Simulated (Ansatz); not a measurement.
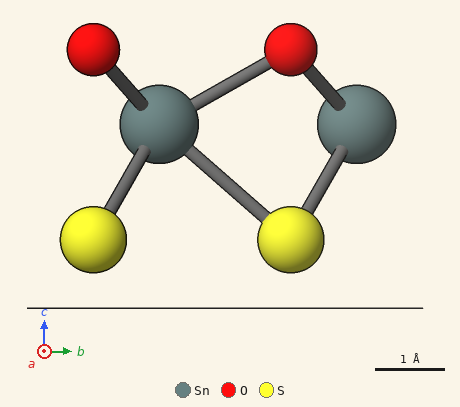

The starting point is a slab of composition SnSO at its r2SCAN-relaxed geometry. The picture is a ball-and-stick view of the 2 × 2 repeat of the cell, outlined in the plane, without the vacuum, seen along the a axis.

Level of theory: DFT, HSE06, plane waves, PAW (Ansatz). (plane-wave cutoff 420 eV; k-point mesh 6 × 6 × 1; occupations fermi dirac; smearing width 0.02 eV; no spin polarisation)

The variant: The cell is strained by 0.0 % along the normal (+c) and +2.5 % across it (volume +5.1 %). The atoms were relaxed with r2SCAN under that strain, and this is a single point on that geometry.

Q: What is the effect?

A: Some distances before and after: O–Sn 2.209 → 2.246 Å, S–Sn 2.554 → 2.585 Å. The space group stays P3m1 (No. 156). It costs 24.4 meV per atom. The largest force is 0.36 eV/Å, on the S atom, along the normal (+c).

The changed structure in the same view:

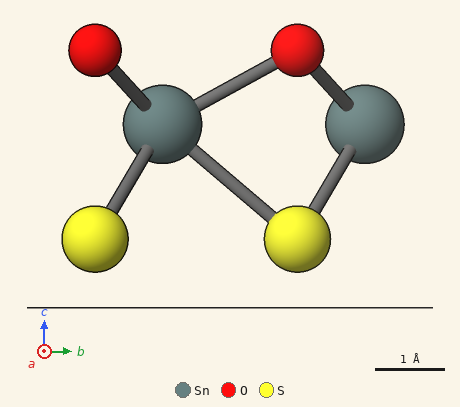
